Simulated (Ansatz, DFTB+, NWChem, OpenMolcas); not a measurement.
# Abstraction of H: CH4O + PH2 → CH3O + PH3

Gas-phase species: CH4O (methanol) `CO`, singlet; PH2 `[PH2]`, doublet; CH3O (hydroxymethyl radical) `[CH2]O`, doublet; PH3 (phosphine) `P`, singlet. A radical takes H: the energy is the difference in strength between the C–H bond broken and the P–H bond made.

Shapes, held fixed at every level: PBE0-D4/def2-TZVP. Flexible molecules stand in one conformer, not always the lowest. Programs: Ansatz 0.2.0, DFTB+ 25.1, NWChem 7.3.0, OpenMolcas 26.06. A level may come from different programs for different species; with the same settings they agree closely. The zero-point and thermal change to 298 K, harmonic and unscaled (PBE0-D4/def2-TZVP, UPBE0-D4/def2-TZVP), is -8.9 kJ/mol.

```tsv
level	kind	ΔH(298 K) (kJ/mol)
DFTB1	semi-empirical	+94.5
HF/STO-3G	Hartree–Fock	+66.0
HF/3-21G	Hartree–Fock	+97.2
HF/def2-SVP	Hartree–Fock	+60.3
PBE0/STO-3G	global hybrid	+38.7
B3LYP/6-31G* (spherical functions)	global hybrid	+60.4
PBE0/def2-SVP	global hybrid	+51.0
```

PBE0/def2-SVP gives ΔH(298 K) = +51.0 kJ/mol; the levels span +38.7 to +97.2. The median of the levels is +60.4. No measured value is set beside it here. Open shells run unrestricted. PBE0/def2-SVP lies outside the range of the other correlated levels here, so it shouldn't be taken on trust. Rows in sets without polarisation functions are far from converged.

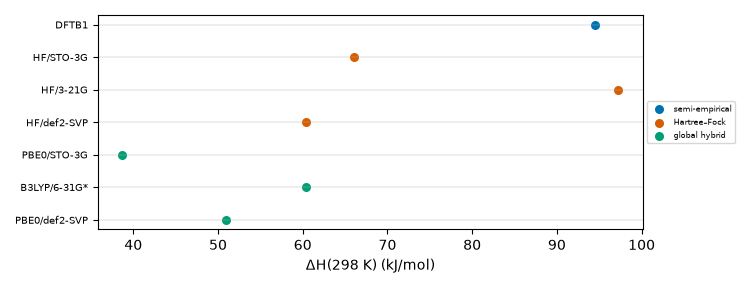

The values of the table, level by level.
